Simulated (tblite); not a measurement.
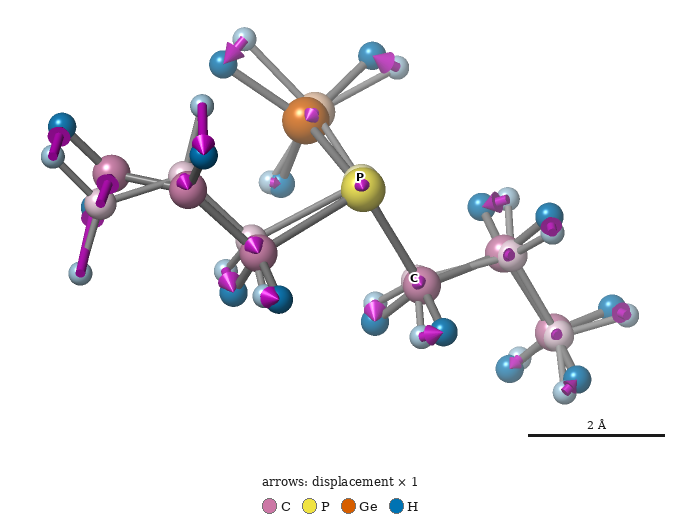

This is a relaxation of C$_{6}$H$_{15}$GeP. The starting structure is drawn faded, the final one solid; purple arrows show the displacements, at their true length. The two geometries are superimposed by the best rigid fit.

A ball-and-stick model, seen at a tilt.

Level of theory: tblite 0.8.0, GFN2-xTB geometry optimisation, gas phase. 

**Describe the change and its energy.**

After 156 geometry steps the energy has fallen by 31.8 kJ/mol. The largest move after the best rigid fit is that of an H atom, 1.77 Å. Largest moves by element: H 1.77 Å, C 0.84 Å, Ge 0.27 Å, P 0.21 Å. Some distances before and after: Ge–H 1.559 → 1.512 Å, Ge–H 1.543 → 1.500 Å, Ge–P 2.289 → 2.323 Å, C–H 1.117 → 1.088 Å. Among the angles between lasting bonds that change: P–Ge–H 109.5° → 115.4°, H–Ge–H 109.8° → 104.2°, H–Ge–H 109.7° → 104.7°. Groups turn about C–C by about 70°. The run took 2.3 s on 1 thread of Arm Neoverse N1 (shared host).
